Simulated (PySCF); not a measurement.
**C₃H₃ClGeO₂: density, localisation and related maps**

The calculation's input:

```
{"job": {"kind": "uv", "xc": "B3LYP", "basis": "def2-SVPD", "nstates": 8, "ntriplets": 3}, "charge": 0, "multiplicity": 1}
O     -1.815407     2.269341    -0.527507
C     -1.285641     1.266318    -0.299755
C     -0.604863     0.196320    -0.033378
C     -1.039099    -1.172939     0.055214
O     -0.259037    -2.070974     0.276099
Ge     1.378365     0.250682     0.237297
Cl     2.259380    -0.450607    -1.515902
H     -2.114937    -1.361521    -0.084823
H      1.785191     1.694422     0.453040
H      1.704930    -0.616388     1.417187
```

Launched as:

```sh
OMP_NUM_THREADS=1 python probes_run.py task.json out
```

Geometry: GFN2-xTB.

Theory: PySCF, B3LYP/def2-SVPD, SCF density, gas phase.

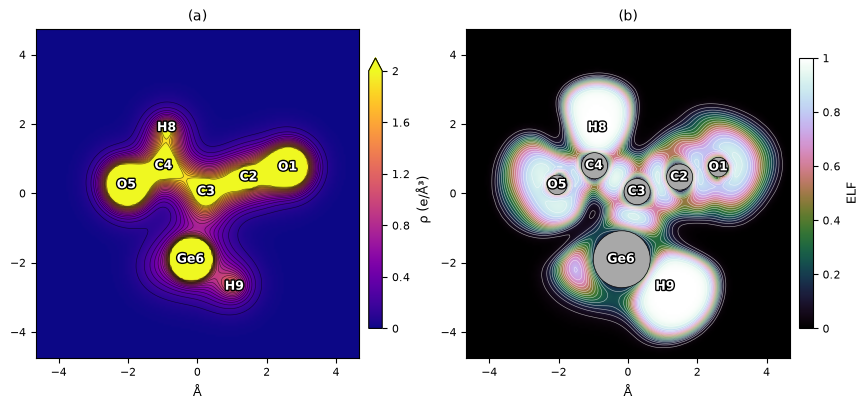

Figure 1. (a) electron density; (b) ELF on the plane of atoms C2, C3 and C4. Grey discs cover the atomic cores in the ELF map.

Q: Describe what can be read from this map.

A:
- The plane passes through O, C, Ge and H nuclei.
- C–O (1.16 Å): the density is about 3.7 e/Å³ at the midpoint; the ELF peaks at about 0.85 between the atoms (a short, multiple covalent bond).
- C–C (1.30 Å): ρ at the midpoint is about 2.3 e/Å³; the ELF peaks at about 0.90 between the atoms: a multiple bond.
- C–Ge (2.00 Å): ρ is about 0.76 e/Å³ halfway; the ELF peaks at about 0.90 in the valence shell of C, 0.7 Å from its nucleus, and is about 0.65 at the midpoint.
- C–H (1.10 Å): ρ is about 2 e/Å³ halfway; the ELF climbs to about 1 towards the hydrogen, as it does in any bond to H: an ordinary covalent bond to hydrogen.
- C–O (1.21 Å): ρ is about 3.3 e/Å³ halfway; the ELF peaks at about 0.85 between the atoms (a multiple bond).
- The ELF also peaks beside O5 and O1, away from the bonds: lone-pair regions.

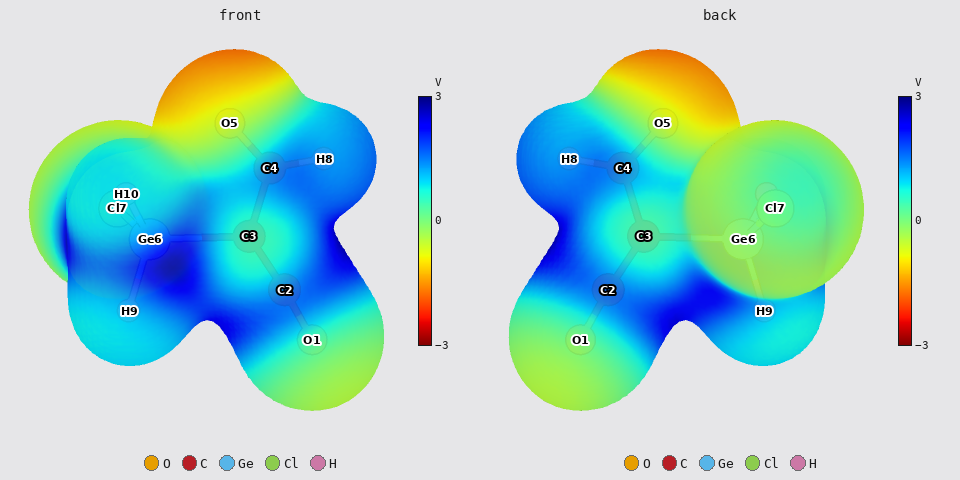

Figure 2. The electrostatic potential painted on the density surface at 0.004 e/bohr³, seen from the front and from behind; red is negative and blue positive.

Q: Where is the surface potential most negative and most positive?

A: The most negative region (about −1.7 V, or −39 kcal/mol for a unit charge) lies over O5, the most positive (about +2.6 V, or +60 kcal/mol for a unit charge) over C2 and Ge6. Cl7 shows a σ-hole: about +0.4 V, or +9 kcal/mol for a unit charge at the tip opposite its bond, against about −0.4 V, or −9 kcal/mol for a unit charge on its flanks. O5 is the likeliest acceptor of a hydrogen bond.

Q: How polar is the molecule by this calculation?

A: Its dipole moment is 2.24 D.
